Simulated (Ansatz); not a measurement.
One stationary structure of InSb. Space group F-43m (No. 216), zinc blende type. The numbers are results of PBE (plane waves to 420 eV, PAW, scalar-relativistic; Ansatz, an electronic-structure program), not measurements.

```cif
data_InSb
_chemical_formula_sum 'Sb1 In1'
_space_group_name_H-M_alt 'P 1'
_space_group_IT_number 1
_cell_length_a 4.69269
_cell_length_b 4.69269
_cell_length_c 4.69269
_cell_angle_alpha 60.000
_cell_angle_beta 60.000
_cell_angle_gamma 60.000
loop_
_space_group_symop_operation_xyz
  'x, y, z'
loop_
_atom_site_label
_atom_site_type_symbol
_atom_site_fract_x
_atom_site_fract_y
_atom_site_fract_z
_atom_site_occupancy
Sb1 Sb 0.75000 0.75000 0.75000 1
In1 In 0.00000 0.00000 0.00000 1
```

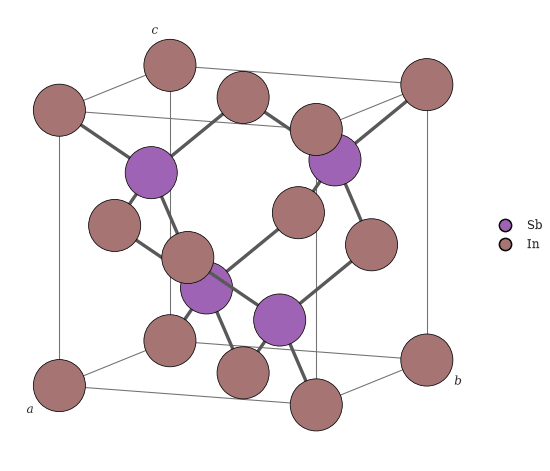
The conventional cell of the relaxed structure

```yaml
volume_per_atom: 36.54 Å³
band_gap: zero, with touching bands (no spin-orbit coupling)
shortest_distances: In–Sb 2.87 Å
k-mesh: 12×12×12
```

Band energies at high-symmetry points (eV from the Fermi level; labels of this space group; no spin-orbit coupling), from −5 eV up to 2.6 eV:

| point | energies |
|---|---|
| Γ | -0.69 -0.10 -0.10 -0.10 |
| X | -2.13 -2.13 1.27 1.38 |
| U | -2.90 -1.82 1.55 |
| K | -2.90 -1.82 1.55 |
| L | -1.00 -1.00 0.32 |
| W | -2.67 -2.53 |

No spin polarisation in the result. Without spin-orbit coupling the bands of the heavy element are not split, so the gap can be far off.

Measured for InSb: a 6.468 Å (static lattice; corrected from measurement; as listed in Daniel Mejia-Rodriguez, S. B. Trickey, Phys. Rev. B (2018)); gap 0.235 eV (0 K or low temperature; as listed in I. Vurgaftman, J. R. Meyer, L. R. Ram-Mohan, Journal of Applied Physics (2001)). Computed minus measured — a: PBE +2.6 %; gap: PBE -0.23 eV. The computed values are for a static lattice, and a measured gap can be an optical one, lowered by exciton binding.

The run could not lose the symmetry of its start.

All atoms sit on sites fixed by symmetry, so only the cell could relax.
